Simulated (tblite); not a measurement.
# Saddle-point search of C4H11BO2S

System: C4H11BO2S, SMILES COB(CSC)OC.
Method: GFN2-xTB saddle search (eigenvector following) and harmonic vibrations, gas phase (tblite 0.8.0).

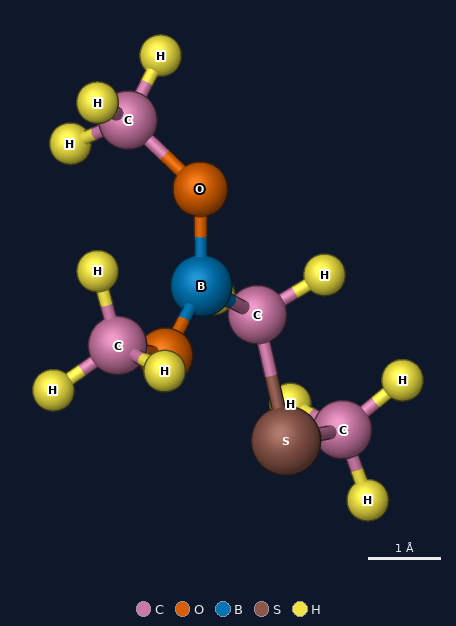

The structure as given in the input (ball-and-stick view, seen at a tilt). Bond lengths as drawn: B–C 1.60 Å, B–O 1.33 to 1.37 Å, C–H 1.08 to 1.10 Å, C–O 1.40 to 1.41 Å and C–S 1.82 Å.

Input:
```
{"job": {"xc": "GFN2-xTB", "basis": "xTB", "kind": "saddle"}, "charge": 0, "multiplicity": 1}
C     -1.864153    -2.190051    -0.084923
O     -0.652253    -1.473494    -0.043574
B     -0.492281    -0.164767     0.165741
C      0.997622     0.423383     0.233853
S      2.352543    -0.786279     0.316648
C      3.720810     0.419010     0.317116
O     -1.483586     0.755269     0.408284
C     -2.394328     1.396255    -0.442960
H     -2.731079    -1.528400    -0.138632
H     -1.841189    -2.844692    -0.958731
H     -1.935520    -2.803028     0.817011
H      1.093061     1.080603     1.099517
H      1.172552     1.029430    -0.659046
H      4.645329    -0.139559     0.405615
H      3.608306     1.091708     1.163323
H      3.712141     0.979287    -0.614400
H     -2.447561     2.443830    -0.131728
H     -3.393817     0.952791    -0.367032
H     -2.066598     1.358703    -1.486085
```

The first line tells a small driver script what to run in tblite; the rest is the geometry in Å.

Machine: 1 CPU thread, shared host.

Launch command:
```bash
OMP_NUM_THREADS=1 python <driver script> task.json out
```

Log:
```
step      E/eV     max force
  0    -729.96422   0.0656
  1    -729.97124   0.0985
  2    -729.97391   0.1329
  3    -729.97100   0.3585
  4    -729.97558   0.1559
  5    -729.97653   0.0907
  6    -729.97873   0.0429
  7    -729.97959   0.1536
  8    -729.97970   0.0251
  9    -729.98085   0.0412
 10    -729.98198   0.0573
 11    -729.98339   0.0453
 12    -729.98505   0.0872
 13    -729.98422   0.0267
 14    -729.98522   0.0303
 15    -729.98627   0.0371
 16    -729.98738   0.0287
 17    -729.98898   0.0504
 18    -729.99085   0.0954
 19    -729.98986   0.0194
 20    -729.99097   0.0335
 21    -729.99224   0.0236
 22    -729.99388   0.0380
 23    -729.99552   0.0638
 24    -729.99739   0.0727
 25    -729.99902   0.0557
 26    -730.00155   0.0502
 27    -730.00409   0.1356
 28    -730.00305   0.0342
 29    -730.00486   0.0525
 30    -730.00664   0.0968
 31    -730.00565   0.0330
 32    -730.00669   0.0318
 33    -730.00805   0.0411
 34    -730.00928   0.0485
 35    -730.01046   0.0475
 36    -730.01236   0.0456
 37    -730.01423   0.1090
 38    -730.01327   0.0300
 39    -730.01450   0.0435
 40    -730.01551   0.0470
 41    -730.01653   0.0342
 42    -730.01753   0.0660
 43    -730.01700   0.0216
 44    -730.01759   0.0265
 45    -730.01806   0.0293
 46    -730.01850   0.0220
 47    -730.01892   0.0396
 48    -730.01922   0.0247
 49    -730.01929   0.0348
 50    -730.01906   0.0698
 51    -730.01943   0.0022
lowest wavenumbers (cm-1): -154.3 -5.0 48.5 79.4 112.2 126.7
```

Trajectory as extended XYZ (Å, eV, eV/Å), 12 frames, from step=0 to step=51:
```
19
Properties=species:S:1:pos:R:3:forces:R:3 step=0 energy=-729.96422
C    -1.8642   -2.1901   -0.0849   -0.0130   0.0100  -0.0040
O    -0.6523   -1.4735   -0.0436    0.0180   0.0460  -0.0020
B    -0.4923   -0.1648    0.1657    0.0010  -0.0070  -0.0060
C     0.9976    0.4234    0.2339    0.0110   0.0100   0.0000
S     2.3525   -0.7863    0.3166    0.0000  -0.0030   0.0020
C     3.7208    0.4190    0.3171    0.0080  -0.0110   0.0010
O    -1.4836    0.7553    0.4083    0.0020   0.0230   0.0040
C    -2.3943    1.3963   -0.4430   -0.0190  -0.0160   0.0020
H    -2.7311   -1.5284   -0.1386    0.0070   0.0150   0.0050
H    -1.8412   -2.8447   -0.9587   -0.0090   0.0240  -0.0020
H    -1.9355   -2.8030    0.8170    0.0030   0.0150  -0.0140
H     1.0931    1.0806    1.0995    0.0140  -0.0020   0.0050
H     1.1726    1.0294   -0.6590    0.0210   0.0120   0.0070
H     4.6453   -0.1396    0.4056    0.0070  -0.0140   0.0010
H     3.6083    1.0917    1.1633    0.0160  -0.0140   0.0030
H     3.7121    0.9793   -0.6144    0.0080  -0.0090   0.0030
H    -2.4476    2.4438   -0.1317   -0.0600  -0.0090  -0.0250
H    -3.3938    0.9528   -0.3670    0.0030  -0.0350   0.0050
H    -2.0666    1.3587   -1.4861   -0.0190  -0.0350   0.0150
19
Properties=species:S:1:pos:R:3:forces:R:3 step=4 energy=-729.97558
C    -1.7846   -2.1755   -0.0419   -0.0540  -0.0570   0.0130
O    -0.5961   -1.4217    0.0249   -0.0190   0.0140   0.0120
B    -0.5169   -0.1001    0.1984   -0.0220   0.0030   0.0050
C     0.9596    0.5247    0.2756    0.0030  -0.0050   0.0010
S     2.2577   -0.7534    0.2184    0.0100   0.0100  -0.0020
C     3.7113    0.3468    0.2910   -0.0070  -0.0190   0.0020
O    -1.6113    0.7104    0.4132    0.0230  -0.0240  -0.0090
C    -2.4299    1.3793   -0.5103    0.0080   0.0160  -0.0040
H    -2.6692   -1.5341    0.0365    0.0830  -0.0840  -0.0070
H    -1.7944   -2.7169   -0.9947   -0.0220   0.0650   0.1140
H    -1.7822   -2.8971    0.7836   -0.0010   0.0970  -0.1220
H     1.0931    1.0918    1.1980    0.0010  -0.0080   0.0020
H     1.1371    1.2048   -0.5603    0.0050   0.0020  -0.0050
H     4.5909   -0.2872    0.3009   -0.0110  -0.0040  -0.0020
H     3.6723    0.9424    1.1978    0.0010   0.0070   0.0260
H     3.7268    0.9891   -0.5843    0.0030   0.0170  -0.0230
H    -2.4565    2.4436   -0.2529    0.0040  -0.0300  -0.0080
H    -3.4490    0.9797   -0.4606    0.0020   0.0000  -0.0040
H    -2.0588    1.2732   -1.5332   -0.0080  -0.0010   0.0100
19
Properties=species:S:1:pos:R:3:forces:R:3 step=9 energy=-729.98085
C    -1.7901   -2.1684   -0.0203   -0.0120  -0.0080  -0.0010
O    -0.5966   -1.4215    0.0383   -0.0020  -0.0010   0.0000
B    -0.5162   -0.0987    0.1980    0.0000   0.0010   0.0000
C     0.9591    0.5278    0.2794    0.0050   0.0050   0.0020
S     2.2611   -0.7386    0.1262   -0.0020   0.0140   0.0000
C     3.7111    0.3550    0.2946    0.0020   0.0050  -0.0020
O    -1.6159    0.7075    0.3995   -0.0020   0.0050  -0.0040
C    -2.4238    1.3630   -0.5434   -0.0070   0.0120  -0.0130
H    -2.6652   -1.5334    0.1376    0.0170  -0.0160   0.0010
H    -1.8512   -2.6503   -0.9992   -0.0030   0.0140   0.0210
H    -1.7497   -2.9353    0.7561   -0.0020   0.0120  -0.0200
H     1.1068    1.0379    1.2329    0.0000  -0.0070  -0.0090
H     1.1204    1.2585   -0.5166   -0.0010  -0.0070   0.0110
H     4.5908   -0.2766    0.2396   -0.0040   0.0060  -0.0010
H     3.6767    0.8616    1.2555    0.0010  -0.0060  -0.0080
H     3.7216    1.0780   -0.5170   -0.0010  -0.0080   0.0120
H    -2.3773    2.4435   -0.3655    0.0020  -0.0390  -0.0130
H    -3.4617    1.0305   -0.4273    0.0250   0.0150  -0.0050
H    -2.1000    1.1596   -1.5684   -0.0160   0.0030   0.0310
19
Properties=species:S:1:pos:R:3:forces:R:3 step=13 energy=-729.98422
C    -1.7936   -2.1650   -0.0122   -0.0070  -0.0050  -0.0020
O    -0.5972   -1.4221    0.0459   -0.0010  -0.0010  -0.0010
B    -0.5168   -0.0989    0.2030    0.0000   0.0000   0.0000
C     0.9571    0.5292    0.2908    0.0010   0.0020   0.0010
S     2.2615   -0.7279    0.0913    0.0000   0.0060   0.0000
C     3.7094    0.3624    0.2946    0.0010   0.0030   0.0000
O    -1.6209    0.7050    0.3961   -0.0020   0.0030  -0.0020
C    -2.4166    1.3518   -0.5636   -0.0050   0.0070  -0.0080
H    -2.6601   -1.5393    0.2138    0.0110  -0.0100  -0.0020
H    -1.8938   -2.5905   -1.0136    0.0000   0.0070   0.0130
H    -1.7247   -2.9743    0.7170   -0.0020   0.0090  -0.0120
H     1.1102    1.0105    1.2581    0.0000  -0.0030  -0.0010
H     1.1107    1.2840   -0.4836    0.0000  -0.0010   0.0050
H     4.5905   -0.2637    0.2090   -0.0020   0.0030  -0.0010
H     3.6795    0.8299    1.2752    0.0000  -0.0040  -0.0060
H     3.7128    1.1172   -0.4873   -0.0010  -0.0030   0.0060
H    -2.3072    2.4365   -0.4529    0.0040  -0.0240  -0.0110
H    -3.4658    1.0839   -0.3993    0.0160   0.0130   0.0000
H    -2.1351    1.0711   -1.5824   -0.0130  -0.0020   0.0200
19
Properties=species:S:1:pos:R:3:forces:R:3 step=18 energy=-729.99085
C    -1.7953   -2.1609   -0.0064    0.0020   0.0010  -0.0020
O    -0.5976   -1.4203    0.0608    0.0010   0.0010  -0.0010
B    -0.5196   -0.0968    0.2170    0.0010  -0.0010   0.0000
C     0.9521    0.5325    0.3255    0.0020   0.0030   0.0020
S     2.2573   -0.7039    0.0249   -0.0010   0.0080   0.0020
C     3.7052    0.3743    0.2833    0.0010   0.0050   0.0010
O    -1.6312    0.7031    0.3924   -0.0070   0.0080  -0.0070
C    -2.4060    1.3349   -0.5942   -0.0270   0.0250  -0.0330
H    -2.6571   -1.5431    0.2550   -0.0010   0.0010  -0.0020
H    -1.9127   -2.5506   -1.0198    0.0010  -0.0010  -0.0050
H    -1.7150   -2.9951    0.6922    0.0010  -0.0020   0.0000
H     1.1168    0.9468    1.3217   -0.0010  -0.0030  -0.0040
H     1.0931    1.3389   -0.3973    0.0000  -0.0030   0.0060
H     4.5864   -0.2399    0.1347   -0.0040   0.0050   0.0010
H     3.6922    0.7667    1.2967    0.0000  -0.0040  -0.0090
H     3.6918    1.1858   -0.4397    0.0000  -0.0070   0.0080
H    -2.1830    2.4106   -0.6063   -0.0140  -0.0930  -0.0160
H    -3.4654    1.1944   -0.3495    0.0790   0.0290  -0.0200
H    -2.2120    0.9227   -1.5911   -0.0340   0.0280   0.0790
19
Properties=species:S:1:pos:R:3:forces:R:3 step=23 energy=-729.99552
C    -1.7928   -2.1607   -0.0094    0.0010   0.0000  -0.0020
O    -0.5961   -1.4186    0.0588    0.0010   0.0000  -0.0010
B    -0.5202   -0.0953    0.2178    0.0000  -0.0010   0.0000
C     0.9504    0.5353    0.3311   -0.0010  -0.0010   0.0010
S     2.2558   -0.6930    0.0000    0.0030   0.0040   0.0010
C     3.7040    0.3781    0.2846   -0.0020   0.0040   0.0010
O    -1.6348    0.7016    0.3930   -0.0040   0.0040  -0.0050
C    -2.4059    1.3293   -0.5987   -0.0210   0.0150  -0.0230
H    -2.6555   -1.5439    0.2517   -0.0010   0.0000  -0.0020
H    -1.9090   -2.5505   -1.0230    0.0010   0.0000  -0.0040
H    -1.7119   -2.9949    0.6891    0.0010  -0.0010  -0.0010
H     1.1193    0.9292    1.3346    0.0000   0.0000   0.0030
H     1.0870    1.3562   -0.3756    0.0000   0.0020   0.0020
H     4.5849   -0.2311    0.1156    0.0000   0.0020   0.0000
H     3.6942    0.7411    1.3089    0.0000  -0.0020  -0.0060
H     3.6881    1.2100   -0.4145   -0.0010  -0.0040   0.0050
H    -2.1247    2.3878   -0.6751   -0.0090  -0.0620  -0.0120
H    -3.4601    1.2619   -0.3102    0.0570   0.0210  -0.0130
H    -2.2726    0.8577   -1.5785   -0.0240   0.0190   0.0560
19
Properties=species:S:1:pos:R:3:forces:R:3 step=27 energy=-730.00409
C    -1.7826   -2.1646   -0.0330   -0.0010  -0.0020  -0.0030
O    -0.5900   -1.4160    0.0370    0.0000   0.0020  -0.0010
B    -0.5201   -0.0946    0.2122   -0.0020  -0.0030   0.0000
C     0.9482    0.5405    0.3279    0.0030   0.0040   0.0030
S     2.2558   -0.6885    0.0063   -0.0040   0.0070   0.0020
C     3.7029    0.3824    0.2971    0.0030   0.0040   0.0010
O    -1.6392    0.6943    0.4027   -0.0090   0.0050  -0.0130
C    -2.4134    1.3253   -0.5835   -0.0490   0.0240  -0.0460
H    -2.6507   -1.5497    0.2150    0.0020  -0.0030  -0.0010
H    -1.8876   -2.5659   -1.0434    0.0010   0.0030   0.0020
H    -1.7037   -2.9912    0.6751    0.0000   0.0010  -0.0050
H     1.1132    0.9396    1.3303   -0.0010  -0.0040  -0.0060
H     1.0858    1.3584   -0.3825    0.0000  -0.0060   0.0080
H     4.5844   -0.2277    0.1336   -0.0040   0.0060   0.0010
H     3.6878    0.7467    1.3208    0.0000  -0.0010  -0.0060
H     3.6911    1.2132   -0.4033    0.0000  -0.0040   0.0050
H    -2.0250    2.3353   -0.7811   -0.0430  -0.1110  -0.0030
H    -3.4402    1.4044   -0.2070    0.1260   0.0110  -0.0490
H    -2.4169    0.7580   -1.5242   -0.0200   0.0680   0.1110
19
Properties=species:S:1:pos:R:3:forces:R:3 step=32 energy=-730.00669
C    -1.7863   -2.1643   -0.0268   -0.0020  -0.0020  -0.0020
O    -0.5937   -1.4172    0.0572    0.0000   0.0000  -0.0010
B    -0.5234   -0.0951    0.2265    0.0000  -0.0010   0.0000
C     0.9449    0.5371    0.3599    0.0010   0.0020   0.0010
S     2.2508   -0.6727   -0.0333   -0.0010   0.0050   0.0020
C     3.6994    0.3904    0.2774    0.0010   0.0030   0.0010
O    -1.6426    0.6980    0.3982   -0.0020   0.0020  -0.0020
C    -2.4033    1.3214   -0.6030   -0.0080   0.0070  -0.0090
H    -2.6586   -1.5439    0.1909    0.0040  -0.0040   0.0000
H    -1.8684   -2.5827   -1.0324   -0.0010   0.0040   0.0020
H    -1.7258   -2.9789    0.6970    0.0000   0.0010  -0.0060
H     1.1184    0.8853    1.3795   -0.0010  -0.0020  -0.0030
H     1.0755    1.3895   -0.3098    0.0000  -0.0030   0.0040
H     4.5797   -0.2092    0.0740   -0.0020   0.0040   0.0010
H     3.7006    0.7122    1.3153    0.0000   0.0000  -0.0040
H     3.6733    1.2493   -0.3879    0.0000  -0.0030   0.0040
H    -1.9938    2.3140   -0.8289   -0.0020  -0.0310  -0.0070
H    -3.4236    1.4348   -0.2279    0.0270   0.0130  -0.0050
H    -2.4232    0.7321   -1.5261   -0.0140   0.0070   0.0250
19
Properties=species:S:1:pos:R:3:forces:R:3 step=37 energy=-730.01423
C    -1.7864   -2.1691   -0.0314   -0.0100  -0.0080  -0.0020
O    -0.5939   -1.4224    0.0579   -0.0020  -0.0010  -0.0010
B    -0.5250   -0.1004    0.2275    0.0000  -0.0020   0.0010
C     0.9408    0.5350    0.3700    0.0000   0.0000   0.0000
S     2.2526   -0.6543   -0.0632    0.0000   0.0020   0.0010
C     3.6955    0.4059    0.2815    0.0000   0.0010   0.0010
O    -1.6454    0.6935    0.3969   -0.0050   0.0070  -0.0090
C    -2.3957    1.3141   -0.6130   -0.0370   0.0300  -0.0380
H    -2.6556   -1.5591    0.2271    0.0160  -0.0140  -0.0050
H    -1.8886   -2.5499   -1.0507    0.0000   0.0080   0.0200
H    -1.7089   -3.0105    0.6601   -0.0030   0.0140  -0.0170
H     1.1168    0.8540    1.3986    0.0000  -0.0010   0.0000
H     1.0635    1.4076   -0.2745    0.0000  -0.0010   0.0020
H     4.5790   -0.1806    0.0551   -0.0010   0.0020   0.0010
H     3.6972    0.6908    1.3301    0.0000   0.0000  -0.0010
H     3.6625    1.2875   -0.3528   -0.0010   0.0000   0.0010
H    -1.8863    2.2214   -0.9695   -0.0520  -0.0920   0.0200
H    -3.3627    1.5923   -0.1815    0.0960  -0.0130  -0.0500
H    -2.5594    0.6442   -1.4681   -0.0010   0.0680   0.0770
19
Properties=species:S:1:pos:R:3:forces:R:3 step=41 energy=-730.01653
C    -1.7873   -2.1711   -0.0288   -0.0020  -0.0020  -0.0010
O    -0.5948   -1.4247    0.0647    0.0000  -0.0010   0.0000
B    -0.5262   -0.1022    0.2300    0.0000  -0.0010   0.0000
C     0.9390    0.5335    0.3785    0.0010   0.0010   0.0000
S     2.2518   -0.6418   -0.0888    0.0000   0.0040   0.0010
C     3.6936    0.4122    0.2785    0.0000   0.0030   0.0010
O    -1.6462    0.6938    0.3930   -0.0010   0.0020  -0.0030
C    -2.3914    1.3120   -0.6219   -0.0110   0.0100  -0.0110
H    -2.6565   -1.5627    0.2312    0.0020  -0.0030   0.0000
H    -1.8887   -2.5477   -1.0492   -0.0010   0.0020   0.0020
H    -1.7105   -3.0149    0.6588    0.0000   0.0010  -0.0040
H     1.1196    0.8279    1.4138    0.0000  -0.0010  -0.0020
H     1.0563    1.4217   -0.2454    0.0000  -0.0020   0.0020
H     4.5775   -0.1657    0.0327   -0.0010   0.0030   0.0010
H     3.6990    0.6687    1.3345    0.0000   0.0000  -0.0040
H     3.6558    1.3107   -0.3316    0.0000  -0.0030   0.0030
H    -1.8559    2.1840   -1.0186   -0.0140  -0.0310   0.0040
H    -3.3349    1.6425   -0.1816    0.0310  -0.0010  -0.0140
H    -2.6003    0.6238   -1.4496   -0.0030   0.0190   0.0240
19
Properties=species:S:1:pos:R:3:forces:R:3 step=46 energy=-730.01850
C    -1.7903   -2.1743   -0.0265    0.0000  -0.0010   0.0000
O    -0.5969   -1.4299    0.0727    0.0000   0.0000   0.0000
B    -0.5273   -0.1069    0.2327    0.0000   0.0000   0.0000
C     0.9369    0.5292    0.3892    0.0010   0.0010   0.0000
S     2.2530   -0.6254   -0.1190   -0.0010   0.0030   0.0010
C     3.6911    0.4236    0.2758    0.0010   0.0020   0.0010
O    -1.6459    0.6930    0.3879   -0.0010   0.0010  -0.0020
C    -2.3842    1.3089   -0.6331   -0.0070   0.0060  -0.0070
H    -2.6580   -1.5688    0.2443    0.0000  -0.0010   0.0010
H    -1.8959   -2.5379   -1.0511   -0.0010   0.0010   0.0000
H    -1.7114   -3.0268    0.6500    0.0000  -0.0010  -0.0020
H     1.1223    0.7934    1.4318    0.0000  -0.0010  -0.0030
H     1.0470    1.4361   -0.2085    0.0000  -0.0030   0.0020
H     4.5769   -0.1414    0.0078   -0.0010   0.0020   0.0010
H     3.6997    0.6460    1.3394    0.0000   0.0000  -0.0030
H     3.6459    1.3410   -0.3049    0.0000  -0.0030   0.0020
H    -1.8100    2.1243   -1.0902   -0.0100  -0.0190   0.0050
H    -3.2888    1.7194   -0.1801    0.0190  -0.0030  -0.0100
H    -2.6642    0.5965   -1.4182    0.0000   0.0130   0.0140
19
Properties=species:S:1:pos:R:3:forces:R:3 step=51 energy=-730.01943
C    -1.7981   -2.1772   -0.0159   -0.0010  -0.0010   0.0000
O    -0.6019   -1.4385    0.0927    0.0000   0.0000   0.0000
B    -0.5294   -0.1141    0.2405    0.0000   0.0000   0.0000
C     0.9338    0.5216    0.4096    0.0000   0.0000   0.0000
S     2.2525   -0.5968   -0.1680    0.0000   0.0010   0.0000
C     3.6867    0.4413    0.2675    0.0000   0.0000   0.0000
O    -1.6460    0.6921    0.3776    0.0000   0.0000   0.0000
C    -2.3691    1.3032   -0.6570   -0.0010   0.0010  -0.0010
H    -2.6609   -1.5785    0.2845    0.0010  -0.0010  -0.0010
H    -1.9185   -2.5079   -1.0502    0.0000   0.0000   0.0020
H    -1.7123   -3.0507    0.6320    0.0000   0.0010  -0.0010
H     1.1293    0.7340    1.4621    0.0000   0.0000   0.0000
H     1.0318    1.4577   -0.1430    0.0000   0.0000   0.0000
H     4.5742   -0.1018   -0.0375    0.0000   0.0000   0.0000
H     3.7037    0.6084    1.3410    0.0000   0.0000  -0.0010
H     3.6289    1.3872   -0.2642    0.0000  -0.0010   0.0010
H    -1.7533    2.0453   -1.1784   -0.0010  -0.0010   0.0010
H    -3.2253    1.8047   -0.2035    0.0020   0.0000  -0.0010
H    -2.7260    0.5699   -1.3897    0.0000   0.0010   0.0010
```

Results in brief:

```json
{"quantity": "outcome", "value": "converged"}
{"quantity": "total energy", "value": "−730.0194 eV"}
{"quantity": "point group", "value": "C1"}
{"quantity": "wall time", "value": "27 s"}
{"quantity": "peak memory", "value": "0.2 GiB"}
```
